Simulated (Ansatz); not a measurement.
# PF₂ (doublet): inputs that go wrong at a displaced geometry (v1)

3 inputs are run for PF₂ (doublet) as typed; the log has to tell whether the result can be used and what must change.

Method: the settings change from run to run; program: Ansatz 0.2.0, Gaussian basis.

20 further runs of the same task are left out: 11 that didn't finish, 9 set aside as unsound or not needed.

## (1) What is computed

The geometry is a PBE0/def2-TZVP stationary point (not a proven minimum) with its atoms shifted at random (size 0.040 Å).

3 atoms, charge 0, spin multiplicity 2.

Atoms are counted from 1 here; the program's logs count them from 0.

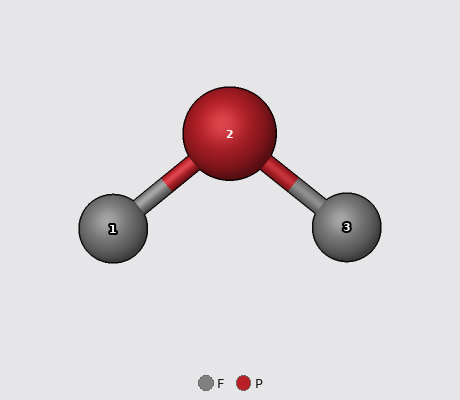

The structure; fluorine grey, phosphorus red; atoms are numbered from 1 in the order of the file.

## (2) Try 1

in.yaml

```yaml
crystal:
  periodic: [false, false, false]
  atoms:
    - {symbol: F, position_ang: [-0.012608, -0.467918, 1.222031]}
    - {symbol: P, position_ang: [-0.013442, 0.547537, 0.008666]}
    - {symbol: F, position_ang: [0.034522, -0.424750, -1.236159]}
basis:
  gaussian: {orbitals: cc-pVDZ}
correlation: {method: sc_nevpt2, electrons: outside_noble_gas, active_space: {window: {electrons: 3, orbitals: 3}}}
scf: {omitted_lower_state_checks: [cluster_reference]}
magnetization: {spin_polarized: true, initial_magnetization: 1}
```

Started as:

```bash
ansatz run in.yaml --threads 1 --pin off --events-out ev --progress --plain --max-ram 2393MiB
```

The log of the run:

```text
Error: invalid value for `correlation.active_space`: it starts from restricted Hartree–Fock orbitals; set hamiltonian.xc: hf without magnetization.spin_polarized
```

Run time: 0.09 s. Hardware: 1 thread of Intel Xeon at 2.50GHz, shared host.

What is wrong: The run was refused. An active space is asked on unrestricted orbitals. Cure: drop spin_polarized: true.

## (3) Try 2

in.yaml

```yaml
crystal:
  periodic: [false, false, false]
  atoms:
    - {symbol: F, position_ang: [-0.012608, -0.467918, 1.222031]}
    - {symbol: P, position_ang: [-0.013442, 0.547537, 0.008666]}
    - {symbol: F, position_ang: [0.034522, -0.424750, -1.236159]}
basis:
  gaussian: {orbitals: STO-3G}
magnetization: {spin_polarized: true, initial_magnetization: 2}
correlation: {method: ccsdt, electrons: all}
accuracy: high
output: {forces: true}
```

Launched as before.

The log of the run:

```text
Error: a molecule whose nuclei and cores have a total charge of 33 cannot have a net charge of 0 together with 2 unpaired electrons
```

Wall time 0.1 s (1 thread of Intel Xeon at 2.50GHz, shared host).

Diagnosis: The run was refused. The number of unpaired electrons doesn't fit the electron count. Cure: make charge and initial_magnetization agree.

## (4) Try 3

in.yaml

```yaml
crystal:
  periodic: [false, false, false]
  atoms:
    - {symbol: F, position_ang: [-0.012608, -0.467918, 1.222031]}
    - {symbol: P, position_ang: [-0.013442, 0.547537, 0.008666]}
    - {symbol: F, position_ang: [0.034522, -0.424750, -1.236159]}
basis:
  gaussian: {orbitals: cc-pVDZ}
magnetization: {spin_polarized: false, initial_magnetization: 1}
correlation: {method: sc_nevpt2, electrons: valence, active_space: {window: {electrons: 7, orbitals: 2}}}
scf: {lower_state_search: off}
```

Launched as before.

The log of the run:

```text
Functional definition: HF
  name "HF"
  cite "Fock, Z. Phys. 61, 126 (1930) doi:10.1007/BF01340294"
  parent pbe
  exchange = exact_x
  correlation = 0
these checks for a lower state are left out or cut short: stability, starts, cluster_reference, orbital_swaps, neighbouring_geometries, increment
452 factors; integrals over basis functions are off by at most 5.1e-4 eV
mean field evaluation 1: about -14682.5706 eV, gradient 2.8e1 eV
mean field evaluation 2: about -14682.6126 eV, gradient 2.8e1 eV
mean field evaluation 4: about -14684.1288 eV, gradient 2.1e0 eV
mean field evaluation 8: about -14684.1482 eV, gradient 1.1e-1 eV
mean field -14684.14833447 eV, -539.6324980187 hartree, gradient 2.6e-6 eV, S^2 0.750000; 0 other end points of the search recorded, 0 dependent functions left out
reference -14684.14833447 eV, -539.6324980187 hartree; 17, 16 occupied and 29, 30 virtual orbitals, 452 factors
Error: 7 electrons in 2 orbitals form no window around the highest filled level of the reference
```

Wall time 0.87 s (1 thread of Intel Xeon at 2.50GHz, shared host).

**Diagnosis.** The run stopped with an error. The active window can't be built from these electrons and orbitals. Cure: choose counts that fit the spin, the electrons and the basis.

## (5) Summary

| try | level | ended | cause | time |
| --- | --- | --- | --- | --- |
| 1 | NEVPT2(3,3)/cc-pVDZ | refused | an active space is asked on unrestricted orbitals | 0.09 s |
| 2 | CCSDT on UHF/STO-3G | refused | the number of unpaired electrons doesn't fit the electron count | 0.1 s |
| 3 | NEVPT2(7,2)/cc-pVDZ | stopped by an error | the active window can't be built from these electrons and orbitals | 0.87 s |

2 refused, 1 stopped by an error.
